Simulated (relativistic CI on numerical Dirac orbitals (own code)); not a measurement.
# Xe³⁺: one ion under different settings

Aim: see what numerical and physical settings do to the SCF, the total energy and the lowest levels of Xe³⁺.

The numbers are computed with relativistic CI on numerical Dirac orbitals (own code) version 3 (Dirac-Coulomb-Breit CI, KLI orbitals optimised for each configuration, model QED (radiative potential, 1s self-energy scaled to tabulated hydrogen-like ionisation energies), numerical settings as typed), except any that are marked as measured or tabulated.

**1. The atom as given**

```
ion            : Xe³⁺ (Xe IV)
nuclear charge : 54
electrons      : 51
isotope        : A = 132
```

**2. An attempt**

Settings of the run:

```ini
atom Xe  Z=54  charge=3  electrons=51
nucleus A=132  rms_radius_fm=4.7859
hamiltonian dirac-coulomb  breit=on  qed=on  c_scale=1
orbitals kli  potential=per-configuration
slater_scale 1
correlation none
mixing on
grid step=0.0125 r_max=4.02
scf mixing=0.4 start=green max_iterations=84 tolerance=2e-08 node_fill=0.05
configurations
  [Kr] 4d10 5s2 5p3
  [Kr] 4d10 5s 5p4
end
```

Started as:

```sh
$ python run_levels.py task.json out
```

task.json lists these runs, among others, and the program works through them in turn.

From the run's result record (rounded, not every field):

```text
{
  "status": "not_converged",
  "warnings": ["orbital 4s not found"],
  "scf_steps of the first configuration [iteration, E_Ha, residual, outer_eigenvalue_Ha]": [
    [1, -7425.911551, 2.18, -2.207],
    [2, -7442.230833, 0.813, -1.691],
    [3, -7444.483886, 0.149, -1.504],
    [4, -7444.553439, 0.0614, -1.528],
    [5, -7444.564297, 0.0154, -1.514],
    [6, -7444.564422, 0.00386, -1.507],
    [7, -7444.564605, 0.000401, -1.509],
    [8, -7444.564585, 9.32e-05, -1.509],
    [9, -7444.564584, 5.37e-06, -1.509],
    [10, -7444.564584, 7.42e-07, -1.509],
    [11, -7444.564584, 8.1e-09, -1.509]
  ]
}
```

Wall time 0.045 s (1 thread, shared host).

What went wrong: the run ended without a result. An orbital is not bound on this grid with the right number of nodes. The input had end of the grid 4.02. The cure is to let the grid reach far enough, with the usual settings.

**3. An attempt**

Settings: those of step 2 with these lines changed.

```diff
@@ -7,4 +7,4 @@
 mixing on
-grid step=0.0125 r_max=4.02
-scf mixing=0.4 start=green max_iterations=84 tolerance=2e-08 node_fill=0.05
+grid step=0.0125 r_max=50.3
+scf mixing=0.4 start=green max_iterations=2 tolerance=2e-08 node_fill=0.05
 configurations
```

Results of the run:

```text
{
  "status": "not_converged",
  "warnings": ["SCF of 1s2 2s2 2p6 3s2 3p6 3d10 4s2 4p6 4d10 5s2 5p3 did not converge"],
  "scf_steps of the first configuration [iteration, E_Ha, residual, outer_eigenvalue_Ha]": [
    [1, -7425.911766, 2.18, -2.207],
    [2, -7442.22459, 0.813, -1.691]
  ]
}
```

It took 0.013 s on 1 thread, shared host.

Diagnosis: the run ended without a result. The SCF ran into its iteration limit before the residual met the tolerance. The input had iteration limit 2. The cure is to restore the usual settings of the SCF.

**4. The mended input**

Settings: those of step 3 with these lines changed.

```diff
@@ -8,3 +8,3 @@
 grid step=0.0125 r_max=50.3
-scf mixing=0.4 start=green max_iterations=2 tolerance=2e-08 node_fill=0.05
+scf mixing=0.4 start=green max_iterations=150 tolerance=2e-08 node_fill=0.05
 configurations
```

Results of the run:

```text
{
  "status": "converged",
  "levels [i, E_cm, J2, conf, term, w_term, w_jj]": [
    [0, 0, 3, "5s2 5p3", "4S*", 0.9065, 0.5071],
    [1, 17213.574, 3, "5s2 5p3", "2D*", 0.7932, 0.5877],
    [2, 21550.227, 5, "5s2 5p3", "2D*", 1, 1],
    [3, 34072.48, 1, "5s2 5p3", "2P*", 1, 1],
    [4, 41187.167, 3, "5s2 5p3", "2P*", 0.7693, 0.892],
    [5, 102958.66, 5, "5s 5p4", "4P", 0.9785, 0.7962],
    [6, 110302.53, 3, "5s 5p4", "4P", 0.989, 0.8183],
    [7, 112860.73, 1, "5s 5p4", "4P", 0.9613, 0.3831],
    [8, 142685.53, 3, "5s 5p4", "2D", 0.9652, 0.5698],
    [9, 145178.55, 5, "5s 5p4", "2D", 0.9785, 0.7962],
    [10, 162415.41, 1, "5s 5p4", "2S", 0.8563, 0.6097],
    [11, 175847.56, 3, "5s 5p4", "2P", 0.9703, 0.6119],
    [12, 186199.92, 1, "5s 5p4", "2P", 0.8892, 0.5275]
  ],
  "total_energy [Ha]": -7435.0280837,
  "n_levels_all": 13,
  "overlap": 8.73239e-12,
  "scf_iterations": [11, 11],
  "orbital_energies [Ha]": {"1s": -1262.4, "2s": -197.646, "2p1/2": -185.71, "2p3/2": -173.813, "3s": -41.6644, "3p1/2": -36.7202, "3p3/2": -34.452, "3d3/2": -25.7806, "3d5/2": -25.3021, "4s": -8.64447, "4p1/2": -6.89484, "4p3/2": -6.4483, "4d3/2": -3.6177, "4d5/2": -3.54539, "5s": -2.00865, "5p1/2": -1.56963, "5p3/2": -1.50943},
  "configurations [conf, odd, states, E_av_Ha, breit_Ha, qed_Ha]": [
    ["5s2 5p3", 1, 20, -7444.544793, 5.769, 3.846],
    ["5s 5p4", 0, 30, -7444.014895, 5.769, 3.845]
  ],
  "scf_steps of the first configuration [iteration, E_Ha, residual, outer_eigenvalue_Ha]": [
    [1, -7425.911766, 2.18, -2.207],
    [2, -7442.22459, 0.813, -1.691],
    [3, -7444.46428, 0.149, -1.503],
    [4, -7444.535525, 0.0617, -1.528],
    [5, -7444.545118, 0.015, -1.514],
    [6, -7444.544455, 0.00401, -1.508],
    [7, -7444.54482, 0.000388, -1.509],
    [8, -7444.544798, 0.000102, -1.509],
    [9, -7444.544793, 4.97e-06, -1.509],
    [10, -7444.544793, 7.78e-07, -1.509],
    [11, -7444.544793, 3.63e-09, -1.509]
  ]
}
```

It took 0.14 s on 1 thread, shared host.

**5. End of the grid 75.45**

Settings: those of step 4 with these lines changed.

```diff
@@ -7,3 +7,3 @@
 mixing on
-grid step=0.0125 r_max=50.3
+grid step=0.0125 r_max=75.45
 scf mixing=0.4 start=green max_iterations=150 tolerance=2e-08 node_fill=0.05
```

Results of the run:

```text
{
  "status": "converged",
  "levels [i, E_cm, J2, conf, term, w_term]": [
    [0, 0, 3, "5s2 5p3", "4S*", 0.9065],
    [1, 17213.574, 3, "5s2 5p3", "2D*", 0.7932],
    [2, 21550.227, 5, "5s2 5p3", "2D*", 1],
    [3, 34072.48, 1, "5s2 5p3", "2P*", 1],
    [4, 41187.167, 3, "5s2 5p3", "2P*", 0.7693],
    [5, 102958.66, 5, "5s 5p4", "4P", 0.9785],
    [6, 110302.53, 3, "5s 5p4", "4P", 0.989],
    [7, 112860.73, 1, "5s 5p4", "4P", 0.9613],
    "... 5 more rows left out ..."
  ],
  "total_energy [Ha]": -7435.0280837,
  "n_levels_all": 13,
  "overlap": 8.7331e-12,
  "scf_iterations": [11, 11],
  "orbital_energies [Ha]": {"1s": -1262.4, "2s": -197.646, "2p1/2": -185.71, "2p3/2": -173.813, "3s": -41.6644, "3p1/2": -36.7202, "3p3/2": -34.452, "3d3/2": -25.7806, "3d5/2": -25.3021, "4s": -8.64447, "4p1/2": -6.89484, "4p3/2": -6.4483, "4d3/2": -3.6177, "4d5/2": -3.54539, "5s": -2.00865, "5p1/2": -1.56963, "5p3/2": -1.50943},
  "configurations [conf, odd, states, E_av_Ha, breit_Ha, qed_Ha]": [
    ["5s2 5p3", 1, 20, -7444.544793, 5.769, 3.846],
    ["5s 5p4", 0, 30, -7444.014895, 5.769, 3.845]
  ],
  "scf_steps of the first configuration [iteration, E_Ha, residual, outer_eigenvalue_Ha]": [
    [1, -7425.911766, 2.18, -2.207],
    [2, -7442.22459, 0.813, -1.691],
    [3, -7444.46428, 0.149, -1.503],
    [4, -7444.535525, 0.0617, -1.528],
    [5, -7444.545118, 0.015, -1.514],
    [6, -7444.544455, 0.00401, -1.508],
    [7, -7444.54482, 0.000388, -1.509],
    [8, -7444.544798, 0.000102, -1.509],
    [9, -7444.544793, 4.97e-06, -1.509],
    [10, -7444.544793, 7.78e-07, -1.509],
    [11, -7444.544793, 3.63e-09, -1.509]
  ]
}
```

Wall time 0.14 s (1 thread, shared host).

**6. Speed-of-light factor 0.8, Slater scale 0.5**

Settings of the run:

```ini
atom Xe  Z=54  charge=3  electrons=51
nucleus A=132  rms_radius_fm=4.7859
hamiltonian dirac-coulomb  breit=on  qed=on  c_scale=0.8
orbitals kli  potential=per-configuration
slater_scale 0.5
correlation none
mixing on
grid step=0.0125 r_max=50.3
scf mixing=0.4 start=green max_iterations=150 tolerance=2e-08 node_fill=0.05
configurations
  [Kr] 4d10 5s2 5p3
  [Kr] 4d10 5s 5p4
end
```

Results of the run:

```text
{
  "status": "converged",
  "levels [i, E_cm, J2, conf, term, w_term]": [
    [0, 0, 3, "5s2 5p3", "4S*", 0.4612],
    [1, 17344.3, 3, "5s2 5p3", "2D*", 0.5316],
    [2, 22116.061, 5, "5s2 5p3", "2D*", 1],
    [3, 28370.033, 1, "5s2 5p3", "2P*", 1],
    [4, 46152.934, 3, "5s2 5p3", "2P*", 0.6039],
    [5, 123351.27, 5, "5s 5p4", "4P", 0.8918],
    [6, 134748.57, 1, "5s 5p4", "4P", 0.6913],
    [7, 134757.66, 3, "5s 5p4", "4P", 0.7776],
    "... 5 more rows left out ..."
  ],
  "total_energy [Ha]": -7567.884963,
  "n_levels_all": 13,
  "overlap": 8.20093e-12,
  "scf_iterations": [12, 11],
  "orbital_energies [Ha]": {"1s": -1295.81, "2s": -206.054, "2p1/2": -193.388, "2p3/2": -173.657, "3s": -43.4441, "3p1/2": -38.258, "3p3/2": -34.4793, "3d3/2": -25.7101, "3d5/2": -24.9631, "4s": -9.00983, "4p1/2": -7.17954, "4p3/2": -6.43483, "4d3/2": -3.58515, "4d5/2": -3.47292, "5s": -2.06245, "5p1/2": -1.60308, "5p3/2": -1.50292},
  "configurations [conf, odd, states, E_av_Ha, breit_Ha, qed_Ha]": [
    ["5s2 5p3", 1, 20, -7581.922223, 9.26, 4.878],
    ["5s 5p4", 0, 30, -7581.344959, 9.261, 4.876]
  ],
  "scf_steps of the first configuration [iteration, E_Ha, residual, outer_eigenvalue_Ha]": [
    [1, -7560.08311, 2.34, -2.24],
    [2, -7579.162916, 0.901, -1.692],
    [3, -7581.81595, 0.171, -1.496],
    [4, -7581.909834, 0.0703, -1.525],
    [5, -7581.922507, 0.018, -1.509],
    [6, -7581.921807, 0.00448, -1.501],
    [7, -7581.922253, 0.000406, -1.503],
    [8, -7581.922232, 0.000135, -1.503],
    [9, -7581.922224, 2.68e-05, -1.503],
    [10, -7581.922223, 3.59e-07, -1.503],
    [11, -7581.922223, 2.42e-08, -1.503],
    [12, -7581.922223, 4.9e-09, -1.503]
  ]
}
```

Wall time 0.14 s (1 thread, shared host).

A changed speed of light describes a fictitious ion. The QED potentials keep the true α.

**7. Nuclear radius 6.2217**

Settings of the run:

```ini
atom Xe  Z=54  charge=3  electrons=51
nucleus A=132  rms_radius_fm=6.2217
hamiltonian dirac-coulomb  breit=on  qed=on  c_scale=1
orbitals kli  potential=per-configuration
slater_scale 1
correlation none
mixing on
grid step=0.0125 r_max=50.3
scf mixing=0.4 start=green max_iterations=150 tolerance=2e-08 node_fill=0.05
configurations
  [Kr] 4d10 5s2 5p3
  [Kr] 4d10 5s 5p4
end
```

Results of the run:

```text
{
  "status": "converged",
  "levels [i, E_cm, J2, conf, term, w_term]": [
    [0, 0, 3, "5s2 5p3", "4S*", 0.9065],
    [1, 17213.621, 3, "5s2 5p3", "2D*", 0.7932],
    [2, 21550.164, 5, "5s2 5p3", "2D*", 1],
    [3, 34072.455, 1, "5s2 5p3", "2P*", 1],
    [4, 41186.911, 3, "5s2 5p3", "2P*", 0.7693],
    [5, 102946.2, 5, "5s 5p4", "4P", 0.9785],
    [6, 110289.97, 3, "5s 5p4", "4P", 0.989],
    [7, 112848.18, 1, "5s 5p4", "4P", 0.9613],
    "... 5 more rows left out ..."
  ],
  "total_energy [Ha]": -7434.8680554,
  "n_levels_all": 13,
  "overlap": 8.73274e-12,
  "scf_iterations": [11, 11],
  "orbital_energies [Ha]": {"1s": -1262.34, "2s": -197.638, "2p1/2": -185.71, "2p3/2": -173.813, "3s": -41.6628, "3p1/2": -36.7203, "3p3/2": -34.4521, "3d3/2": -25.7808, "3d5/2": -25.3022, "4s": -8.64415, "4p1/2": -6.89487, "4p3/2": -6.44833, "4d3/2": -3.61773, "4d5/2": -3.54542, "5s": -2.0086, "5p1/2": -1.56964, "5p3/2": -1.50944},
  "configurations [conf, odd, states, E_av_Ha, breit_Ha, qed_Ha]": [
    ["5s2 5p3", 1, 20, -7444.382067, 5.768, 3.844],
    ["5s 5p4", 0, 30, -7443.852225, 5.768, 3.843]
  ],
  "scf_steps of the first configuration [iteration, E_Ha, residual, outer_eigenvalue_Ha]": [
    [1, -7425.749783, 2.18, -2.207],
    [2, -7442.061971, 0.813, -1.691],
    [3, -7444.301562, 0.149, -1.503],
    [4, -7444.372799, 0.0617, -1.528],
    [5, -7444.382392, 0.015, -1.514],
    [6, -7444.381729, 0.00401, -1.508],
    [7, -7444.382094, 0.000388, -1.509],
    [8, -7444.382072, 0.000102, -1.509],
    [9, -7444.382067, 4.97e-06, -1.509],
    [10, -7444.382067, 7.78e-07, -1.509],
    [11, -7444.382067, 3.63e-09, -1.509]
  ]
}
```

Run time: 0.14 s. Hardware: 1 thread, shared host.

The changed nuclear radius is not that of the isotope named.

**8. Breit term off, nuclear radius 6.2217**

Settings: those of step 7 with these lines changed.

```diff
@@ -2,3 +2,3 @@
 nucleus A=132  rms_radius_fm=6.2217
-hamiltonian dirac-coulomb  breit=on  qed=on  c_scale=1
+hamiltonian dirac-coulomb  breit=off  qed=on  c_scale=1
 orbitals kli  potential=per-configuration
```

Results of the run:

```text
{
  "status": "converged",
  "levels [i, E_cm, J2, conf, term, w_term]": [
    [0, 0, 3, "5s2 5p3", "4S*", 0.9035],
    [1, 17214.459, 3, "5s2 5p3", "2D*", 0.7905],
    [2, 21631.074, 5, "5s2 5p3", "2D*", 1],
    [3, 34148.993, 1, "5s2 5p3", "2P*", 1],
    [4, 41419.649, 3, "5s2 5p3", "2P*", 0.7667],
    [5, 102916.95, 5, "5s 5p4", "4P", 0.978],
    [6, 110377.16, 3, "5s 5p4", "4P", 0.9886],
    [7, 112951.05, 1, "5s 5p4", "4P", 0.9601],
    "... 5 more rows left out ..."
  ],
  "total_energy [Ha]": -7440.6367233,
  "n_levels_all": 13,
  "overlap": 8.73274e-12,
  "scf_iterations": [11, 11],
  "orbital_energies [Ha]": {"1s": -1262.34, "2s": -197.638, "2p1/2": -185.71, "2p3/2": -173.813, "3s": -41.6628, "3p1/2": -36.7203, "3p3/2": -34.4521, "3d3/2": -25.7808, "3d5/2": -25.3022, "4s": -8.64415, "4p1/2": -6.89487, "4p3/2": -6.44833, "4d3/2": -3.61773, "4d5/2": -3.54542, "5s": -2.0086, "5p1/2": -1.56964, "5p3/2": -1.50944},
  "configurations [conf, odd, states, E_av_Ha, breit_Ha, qed_Ha]": [
    ["5s2 5p3", 1, 20, -7444.382067, 0, 3.844],
    ["5s 5p4", 0, 30, -7443.852225, 0, 3.843]
  ],
  "scf_steps of the first configuration [iteration, E_Ha, residual, outer_eigenvalue_Ha]": [
    [1, -7425.749783, 2.18, -2.207],
    [2, -7442.061971, 0.813, -1.691],
    [3, -7444.301562, 0.149, -1.503],
    [4, -7444.372799, 0.0617, -1.528],
    [5, -7444.382392, 0.015, -1.514],
    [6, -7444.381729, 0.00401, -1.508],
    [7, -7444.382094, 0.000388, -1.509],
    [8, -7444.382072, 0.000102, -1.509],
    [9, -7444.382067, 4.97e-06, -1.509],
    [10, -7444.382067, 7.78e-07, -1.509],
    [11, -7444.382067, 3.63e-09, -1.509]
  ]
}
```

It took 0.13 s on 1 thread, shared host.

The changed nuclear radius is not that of the isotope named.

**9. Comparison**

| setting | total energy less usual (Ha) | largest shift of a level among the lowest eight of both runs, same label and place (cm⁻¹) | SCF iterations | time | lowest level | kind of change |
| --- | --- | --- | --- | --- | --- | --- |
| usual | 0 | 0 | 22 | 0.14 s | 5p3 4S°3/2 | - |
| end of the grid 75.45 | 0 | 0 | 22 | 0.14 s | 5p3 4S°3/2 | numerical |
| speed-of-light factor 0.8, Slater scale 0.5 | -133 | 24500 | 23 | 0.14 s | 5p3 [5p3/2] J=3/2° | unphysical constant |
| nuclear radius 6.2217 | 0.16 | 12.6 | 22 | 0.14 s | 5p3 4S°3/2 | unphysical constant |
| Breit term off, nuclear radius 6.2217 | -5.61 | 232 | 22 | 0.13 s | 5p3 4S°3/2 | unphysical constant |

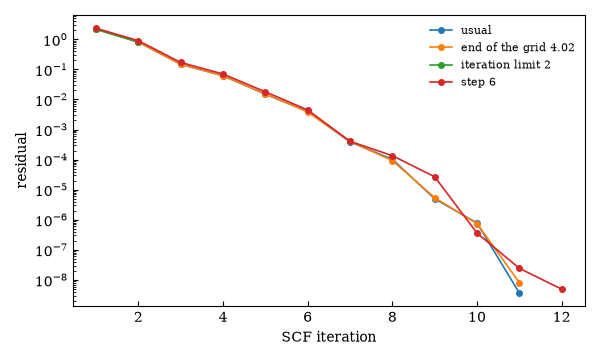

Residual of the first configuration's SCF.

**10. Summary of results**

| quantity | value |
| --- | --- |
| lowest level, usual settings | 5p3 4S°3/2 |
| total energy | -7435.0281 Ha |
| first excitation | 17213.6 cm⁻¹ |
| runs without a result | 2 |

What this shows: Among the runs whose levels can be followed, they move most under «speed-of-light factor 0.8, Slater scale 0.5» (unphysical constant), by up to 24500 cm⁻¹. No visible change in the result comes from «end of the grid 75.45». Only the listed configurations are in the model. In a near-neutral ion this small CI can misplace whole configurations by 10,000 cm⁻¹ or more.
